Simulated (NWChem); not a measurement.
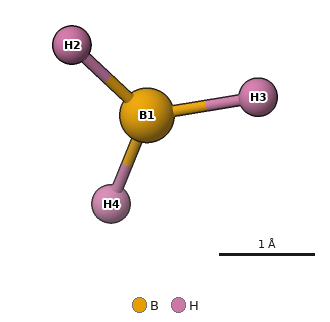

Figure 1. The input geometry (ball-and-stick view, seen at a tilt; atoms are numbered from 1 in the order of the input). Bond lengths as drawn: B–H 1.19 Å.

# Energy and gradient calculation, with input and output: BH$_{3}$

The run: energy and gradient calculation of BH$_{3}$, SMILES B. Method and program: MP2/def2-TZVPPD, RHF (NWChem 7.3.0).

The geometry comes from this level: PBE0-D4/def2-TZVP.

## Input file
```
start bh3
title "BH3"
memory 2200 mb
geometry units angstrom noautosym nocenter noautoz
B     0.013900   -0.015100   -0.005100
H     0.982200    0.381700    0.568800
H    -0.276200   -1.171800    0.043000
H    -0.664400    0.744900   -0.626900
end
basis spherical bse
* library def2-TZVPPD
end
scf
thresh 1e-08
maxiter 80
print low
end
mp2
freeze core 1
tight
end
task mp2 gradient
```

Machine: 1 thread of AMD EPYC (Zen 5), 16 GiB of memory available, shared host.

Run as:
```bash
nwchem bh3.nw > bh3.out
```

## The program's output
```
Northwest Computational Chemistry Package (NWChem) 7.3.0
             --------------------------------------------------------

           Job information
           ---------------

    nwchem branch   = 7.3.0
    use scalapack   = T
    input           = bh3.nw
    prefix          = bh3.
    data base       = ./bh3.db
    status          = startup
    nproc           =        1

           Memory information
           ------------------

    heap     =     72089598 doubles =      550.0 Mbytes
    stack    =     72089595 doubles =      550.0 Mbytes
    global   =    144179200 doubles =     1100.0 Mbytes (distinct from heap & stack)
    total    =    288358393 doubles =     2200.0 Mbytes
    verify   = yes
    hardfail = no

           Directory information
           ---------------------

  0 permanent = .
  0 scratch   = .

                                NWChem Input Module
                                -------------------

                                        BH3
                                        ---

 Scaling coordinates for geometry "geometry" by  1.889725989
 (inverse scale =  0.529177249)

                             Geometry "geometry" -> ""
                             -------------------------

 Output coordinates in angstroms (scale by  1.889725989 to convert to a.u.)

  No.       Tag          Charge          X              Y              Z
 ---- ---------------- ---------- -------------- -------------- --------------
    1 B                    5.0000     0.01390000    -0.01510000    -0.00510000
    2 H                    1.0000     0.98220000     0.38170000     0.56880000
    3 H                    1.0000    -0.27620000    -1.17180000     0.04300000
    4 H                    1.0000    -0.66440000     0.74490000    -0.62690000

      Atomic Mass
      -----------

      B                 11.009310
      H                  1.007825

 Effective nuclear repulsion energy (a.u.)       7.4188387721

            Nuclear Dipole moment (a.u.)
            ----------------------------
        X                 Y               Z
 ---------------- ---------------- ----------------
     0.2099485573    -0.2280899268    -0.0767228751

            XYZ format geometry
            -------------------
     4
 geometry
 B                     0.01390000    -0.01510000    -0.00510000
 H                     0.98220000     0.38170000     0.56880000
 H                    -0.27620000    -1.17180000     0.04300000
 H                    -0.66440000     0.74490000    -0.62690000

 ==============================================================================
                                internuclear distances
 ------------------------------------------------------------------------------
       center one      |      center two      | atomic units |  angstroms
 ------------------------------------------------------------------------------
    2 H                |   1 B                |     2.25537  |     1.19349
    3 H                |   1 B                |     2.25538  |     1.19349
    4 H                |   1 B                |     2.25530  |     1.19345
 ------------------------------------------------------------------------------
                         number of included internuclear distances:          3
 ==============================================================================

 ==============================================================================
                                 internuclear angles
 ------------------------------------------------------------------------------
        center 1       |       center 2       |       center 3       |  degrees
 ------------------------------------------------------------------------------
    2 H                |   1 B                |   3 H                |   120.00
    2 H                |   1 B                |   4 H                |   120.00
    3 H                |   1 B                |   4 H                |   120.00
 ------------------------------------------------------------------------------
                            number of included internuclear angles:          3
 ==============================================================================

 Summary of "ao basis" -> "" (spherical)
 ------------------------------------------------------------------------------
       Tag                 Description            Shells   Functions and Types
 ---------------- ------------------------------  ------  ---------------------
 *                        def2-TZVPPD                 on all atoms

                      Basis "ao basis" -> "ao basis" (spherical)
                      -----
  [basis functions not shown]

 Summary of "ao basis" -> "ao basis" (spherical)
 ------------------------------------------------------------------------------
       Tag                 Description            Shells   Functions and Types
 ---------------- ------------------------------  ------  ---------------------
 B                        def2-TZVPPD               13       37   6s3p3d1f
 H                        def2-TZVPPD                7       17   3s3p1d

                                 NWChem SCF Module
                                 -----------------

                                        BH3

  ao basis        = "ao basis"
  functions       =    88
  atoms           =     4
  closed shells   =     4
  open shells     =     0
  charge          =   0.00
  wavefunction    = RHF
  input vectors   = atomic
  output vectors  = ./bh3.movecs
  use symmetry    = F
  symmetry adapt  = F

 Forming initial guess at       0.0s

 Starting SCF solution at       0.1s

       Final RHF  results
       ------------------

         Total SCF energy =    -26.400655885119
      One-electron energy =    -49.015485611689
      Two-electron energy =     15.195990954427
 Nuclear repulsion energy =      7.418838772143

        Time for solution =      3.1s

                   NWChem MP2 Semi-direct Energy/Gradient Module
                   ---------------------------------------------

                                        BH3

  Basis functions       =     88
  Molecular orbitals    =     88
  Frozen core           =      1
  Frozen virtuals       =      0
  Active alpha occupied =      3
  Active beta occupied  =      3
  Active alpha virtual  =     84
  Active beta virtual   =     84
  Use MO symmetry       = F
  Use skeleton AO sym   = F

  AO/Fock/Back tols     =   1.0D-11  1.0D-11  1.0D-11

 GA uses MA = F    GA memory limited = T

 Available:
  local mem=  1.26D+08
 global mem=  1.44D+08
 local disk=  0.00D+00
   1 passes of   3:        6291456                     392940                   3748301.
   1 passes of   3: M    126152904           G      144134074           F     119861448.

 Semi-direct pass number   1 of   1  for RHF alpha+beta  at        3.2s
 Done moints_semi at        3.7s
 Done maket at        3.7s
 Done pijab at        3.7s
 Done wijab at        3.7s
 Done lai at        3.8s
 Done nonsep at        6.0s
 Done multipass loop at        6.0s

          -------------------------------------------
          SCF energy                 -26.400655885119
          Correlation energy          -0.113531397562
          Singlet pairs               -0.096561598965
          Triplet pairs               -0.016969798598
          Total MP2 energy           -26.514187282681
          -------------------------------------------

          ---------------------------------------------------
                    Spin Component Scaled (SCS) MP2
          Same spin pairs                     -0.011313199065
          Same spin scaling factor             0.333333333333
          Opposite spin pairs                 -0.102218198497
          Opposite spin scaling fact.          1.200000000000
          SCS-MP2 correlation energy          -0.126432904552
          Total SCS-MP2 energy               -26.527088789670
          ---------------------------------------------------

 Start laifock at        6.0s
 Done laifock at        6.3s
                                NWChem CPHF Module
                                ------------------

    scftype = RHF
    nclosed =    4
      nopen =    0
  variables =      336
  tolerance =   1.0D-06
  max. iter =  100

 SCF residual:    2.0300690280371462E-010

            ----- linear solve (tol: 1.0E-06 prod-acc: 1.8E-14) -----

               iter nbas    rnorm     rnorm-scal   ratio     time
               ---- ---- ----------- ----------- --------- -------
                  1    1  5.8422E-03  1.8017E-01    0.0000     6.7
                  2    2  8.3812E-04  2.5847E-02    0.1435     6.9
                  3    3  1.0036E-04  3.0950E-03    0.1197     7.1
                  4    4  9.8815E-06  3.0474E-04    0.0985     7.3
                  5    5  1.0273E-06  3.1681E-05    0.1040     7.6
                  6    6  8.7651E-08  2.7031E-06    0.0853     7.8
                  7    7  5.0445E-09  1.5557E-07    0.0576     8.0

 CPHF converged to   1.6D-07 in    7 iters

 Start make_tot_dens at        8.0s
 Done make_tot_dens at        8.0s
                Dipole Moments (a.u.)
                --------------
         Nuclear       SCF       SCF+MP2
       ----------- ----------- -----------
 X       0.209949    0.000026    0.000026
 Y      -0.228090   -0.000014   -0.000014
 Z      -0.076723   -0.000069   -0.000064

 MP2 RHF      natural orbital occupation numbers

              1
    1    2.0000
    2    1.9765
    3    1.9719
    4    1.9719
    5    0.0107
    6    0.0107
    7    0.0097
    8    0.0082
    9    0.0066
   10    0.0066
   11    0.0045
   12    0.0045
   13    0.0041
   14    0.0021
   15    0.0019
   16    0.0019
   17    0.0007
   18    0.0007
   19    0.0007
   20    0.0006
   21    0.0005
   22    0.0005
   23    0.0005
   24    0.0003
   25    0.0003
   26    0.0002
   27    0.0002
   28    0.0002
   29    0.0002
   30    0.0002
   31    0.0002
   32    0.0002
   33    0.0002
   34    0.0002
   35    0.0001
   36    0.0001
   37    0.0001
   38    0.0001
   39    0.0001
   40    0.0001
   41    0.0001
   42    0.0001
   43    0.0001
   44    0.0001
   45    0.0001
   46    0.0000
   47    0.0000
   48    0.0000
   49    0.0000
   50    0.0000
   51    0.0000
   52    0.0000
   53    0.0000
   54    0.0000
   55    0.0000
   56    0.0000
   57    0.0000
   58    0.0000
   59    0.0000
   60    0.0000
   61    0.0000
   62    0.0000
   63    0.0000
   64    0.0000
   65    0.0000
   66    0.0000
   67    0.0000
   68    0.0000
   69    0.0000
   70    0.0000
   71    0.0000
   72    0.0000
   73    0.0000
   74    0.0000
   75    0.0000
   76    0.0000
   77    0.0000
   78    0.0000
   79    0.0000
   80    0.0000
   81    0.0000
   82    0.0000
   83    0.0000
   84    0.0000
   85    0.0000
   86   -0.0000
   87   -0.0000
   88   -0.0000

  MP2 natural orbitals output to ./bh3.mp2nos

                         mp2 ENERGY GRADIENTS

    atom               coordinates                        gradient
                 x          y          z           x          y          z
   1 B       0.026267  -0.028535  -0.009638    0.000000   0.000002  -0.000023
   2 H       1.856089   0.721308   1.074876    0.002585   0.001068   0.001538
   3 H      -0.521942  -2.214381   0.081258   -0.000781  -0.003095   0.000133
   4 H      -1.255534   1.407657  -1.184669   -0.001804   0.002026  -0.001648

                 ----------------------------------------
                 |  Time  |  1-e(secs)   |  2-e(secs)   |
                 ----------------------------------------
                 |  CPU   |       0.00   |       1.06   |
                 ----------------------------------------
                 |  WALL  |       0.00   |       1.06   |
                 ----------------------------------------
 -----------------------
 Task  times  cpu:        9.4s     wall:        9.4s
 Total times  cpu:        9.4s     wall:        9.4s
```

## Summary

```csv
quantity,value
outcome,converged
total energy,−26.514187 hartree
SCF energy,−26.400656 hartree
correlation energy,−0.113531 hartree
basis functions,88
largest force,0.164 eV/Å
wall time,9.9 s
peak memory,0.16 GiB
```
